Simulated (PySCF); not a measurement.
# C$_{5}$H$_{9}$NSi$_{2}$ (charge −1, doublet): what the fields show

```xyz
17

N     4.2538    3.3036    0.0718
C     3.6330    2.3005    0.0725
C     2.9398    1.1724    0.1719
C     2.2611    0.1362   -0.0574
Si    1.3774   -1.3306    0.5271
C    -0.4398   -1.0919   -0.0233
C    -1.0778    0.1179    0.6530
Si   -2.8842    0.3836    0.1637
H     1.2058   -1.8613    1.9272
H     1.9364   -2.5102   -0.1913
H    -0.4889   -0.9663   -1.1075
H    -1.0222   -1.9894    0.2073
H    -0.4863    1.0038    0.4055
H    -0.9996   -0.0006    1.7385
H    -3.6980   -0.7897    0.5211
H    -3.0251    0.5954   -1.2818
H    -3.4924    1.5389    0.8413
```

Geometry: GFN2-xTB.

Method: UKS B3LYP, pcH-1 on C H N Si, non-relativistic, mean-field spin-orbit, GIAO in PySCF 2.14.0, density-fitted response routines.

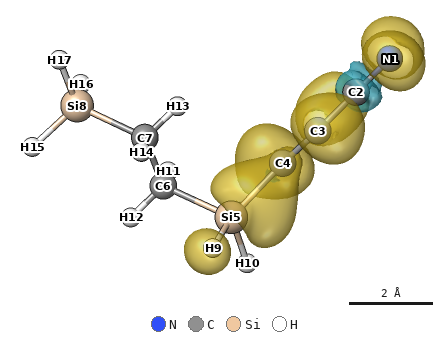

Figure 1. Isosurfaces of the spin density (α minus β) at +0.015 (yellow) and −0.015 e/Å³ (cyan), seen across its widest extent.

Which atoms carry the spin?

Answer. The unpaired spin (1 electron) lies mostly on N1 (about 0.2), C4 (about 0.2), C3 (about 0.2) and Si5 (about 0.2), in electrons by Hirshfeld's partition.

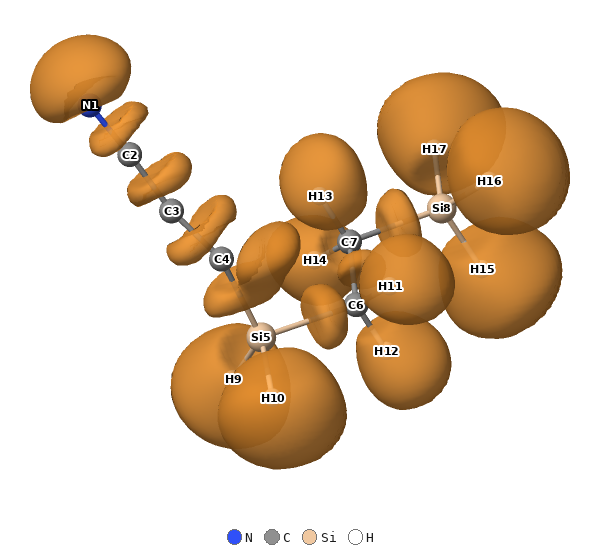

Figure 2. Isosurface of the ELF at 0.8 (orange), seen at an oblique angle. Core shells and regions of very low density are left out.

Identify the bonds, lone pairs and shells in this picture.

Answer. At this value the surface marks out three regions between bonded C–C atoms (shared pairs), one region between bonded C–N atoms (shared pairs), two regions between bonded C–Si atoms (shared pairs), nine regions around hydrogen nuclei, one region on C in which the atom's valence shell and bonds are merged and one lobe on N, pointing away from the bonds (non-bonding electrons). Profiles from the grid: C–N (1.18 Å): the ELF peaks at about 0.85 between the atoms (a multiple bond). C–C (1.26 Å): the ELF peaks at about 0.90 between the atoms (a multiple bond).
